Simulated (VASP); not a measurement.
Band structure of Al$_{3}$GaN$_{4}$ (space group P-43m). Method: r2SCAN meta-GGA, VASP's PBE PAW potentials (set 64) (plane waves; VASP).

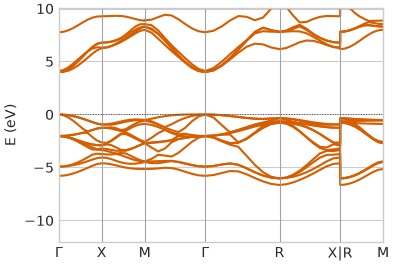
Figure. Bands along high-symmetry lines, zero at the valence-band maximum or, without a gap, the Fermi level

Question: Read the plot: is there a gap, and where are the band edges?

Answer: The gap is indirect, 4.00 eV, from the valence maximum at M-Γ at 0.78 to the conduction minimum at Γ.

The structure comes from a computed database's Al3GaN4 entry (P-43m); how it stands against other phases isn't given here. The cell was not relaxed at this level.
